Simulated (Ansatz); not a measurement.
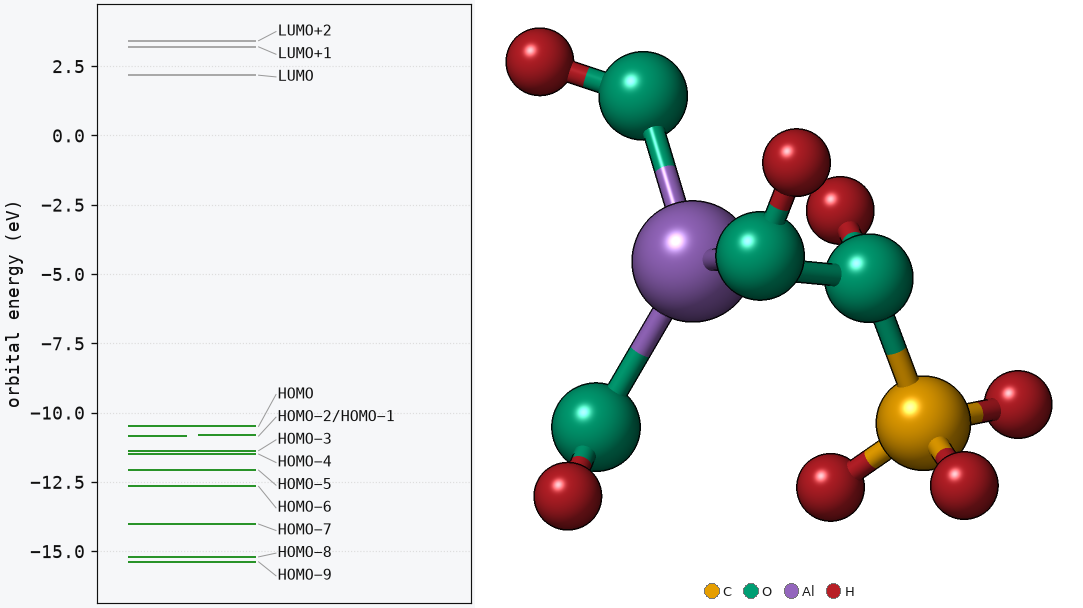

CH₇AlO₄, SMILES C[OH+][Al-]([OH])([OH])[OH], singlet. Kohn-Sham orbital energies near the frontier, ωB97X-V/def2-TZVPP with the Ansatz code, at a PBE0-D4/def2-TZVP geometry (a minimum by its frequencies), isolated molecule; empty levels in grey, levels within 0.03 eV side by side.

> Where do the frontier orbitals lie?

HOMO at −10.50 eV, LUMO at 2.17 eV, 12.67 eV apart.

> List the levels.

| orbital | energy (eV) |
| --- | --- |
| LUMO+2 | 3.42 |
| LUMO+1 | 3.19 |
| LUMO | 2.17 |
| HOMO | −10.50 |
| HOMO−1 | −10.82 |
| HOMO−2 | −10.85 |
| HOMO−3 | −11.38 |
| HOMO−4 | −11.50 |
| HOMO−5 | −12.08 |
| HOMO−6 | −12.66 |
| HOMO−7 | −14.02 |
| HOMO−8 | −15.21 |
| HOMO−9 | −15.39 |

Caveats: one conformer of a flexible molecule; empty levels above zero depend strongly on the basis.
